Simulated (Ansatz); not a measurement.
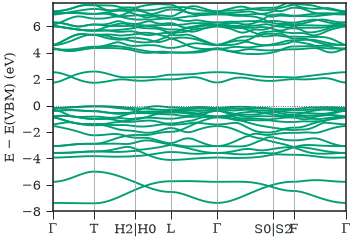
Fig. 1. Band structure from PBEsol in the plane-wave PAW code Ansatz

The gap is 1.72 eV; an edge lies off the plotted path or next to a special point (maximum off the standard path, minimum at T).

### Question
Pick the material that matches.
(A) SnO, R3m (Sn on 3a, O on 3a)
(B) CaSnS3, R-3 (Ca on 6c, Sn on 6c, S on 18f)
(C) KLuS2, R-3m (Lu on 3b, K on 3a, S on 6c)
(D) SnTePbSe, R3m (Sn on 3a, Te on 3a, Pb on 3a, Se on 3a)

### Answer
B, CaSnS3, R-3 (Ca on 6c, Sn on 6c, S on 18f)

The workflow started from a Materials Project entry (that database holds measured and hypothetical structures alike); the Crystallography Open Database copy checked does not list it. Whether it is the stable phase at ambient conditions was not checked. Symmetry was held in the PBEsol relaxation; of distortions, only those at the zone centre were tested. Spin–orbit coupling is left out wherever it is not named.

Potentials: the later of the program's two PAW sets.
